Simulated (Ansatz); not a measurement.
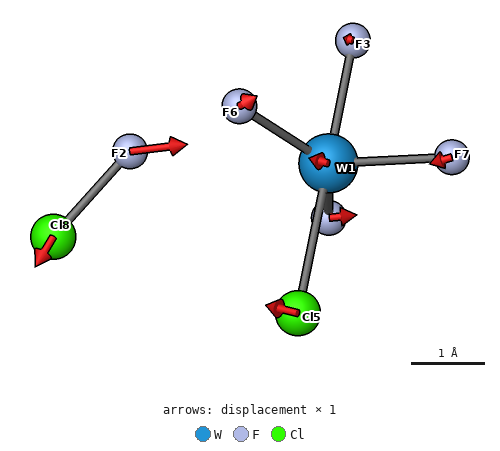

A relaxation of WCl2F5 (multiplicity 2). The starting structure is drawn; red arrows show the displacements, at their true length. The two geometries are superimposed by the best rigid fit.

A ball-and-stick model, seen at a tilt.

The run prepares an end point of a later path (reaction) calculation, from a guessed geometry.

These are results of UKS PBE/def2-SVP in Ansatz 0.2.0, not measurements.

The input:
```yaml
crystal:
  periodic: [false, false, false]
  atoms:
    - { symbol: W, position_ang: [-0.016915, -0.00118, -0.313053] }
    - { symbol: F, position_ang: [0.513016, -0.068666, 2.683785] }
    - { symbol: F, position_ang: [1.881921, 0.008685, -0.525483] }
    - { symbol: F, position_ang: [0.079442, 1.705615, 0.385555] }
    - { symbol: Cl, position_ang: [-2.331071, -0.010421, -0.044849] }
    - { symbol: F, position_ang: [0.084605, -1.730964, 0.327422] }
    - { symbol: F, position_ang: [-0.144628, 0.016982, -2.172638] }
    - { symbol: Cl, position_ang: [-0.60637, 0.07995, 3.80926] }
magnetization:
  spin_polarized: true
  initial_magnetization: 1
basis:
  gaussian: { orbitals: def2-SVP }
hamiltonian:
  xc: pbe
relax:
  f_tol: 0.03
  max_steps: 50
output:
  orbitals: {}
```

Launched with:
```bash
ansatz run input.yaml --threads 4 --pin off --max-ram 5120MiB --backend cpu --events-out ev --progress --plain --runs-dir out
```

What did the optimiser do to the structure, and how much energy did it gain?

Over 12 accepted moves (13 points after the start) the energy falls by 58.7 kcal/mol. Largest force component: 2.2 eV/Å at the start, 0.0075 eV/Å at the end. The line search rejected the trial step at point 10 of the run. The largest move after the best rigid fit is that of F2, 0.86 Å. By element the largest moves are F 0.86 Å, Cl 0.56 Å, W 0.34 Å. Some distances before and after: W1–F2 3.044 → 1.875 Å, F2–Cl8 1.594 → 2.746 Å, W1–Cl5 2.330 → 2.287 Å, W1–F3 1.911 → 1.871 Å. New bonds form, among them: W1–F2 (3.04 → 1.88 Å). Bonds break, among them: F2–Cl8 (1.59 → 2.75 Å). Among the angles between lasting bonds that change: F4–W1–F6 137.0° → 177.3°, F4–W1–F7 111.8° → 90.2°, F6–W1–F7 111.0° → 90.3°. The run took 84 s on 4 threads of AMD EPYC 7R43 64-Core Processor (Zen 3), with other jobs on the host, peak memory 0.41 GiB.

Limits of the set-up: the start holds two separate molecules, 2.9 Å apart at their closest, whose relative position is a soft coordinate and is computed without a dispersion correction.
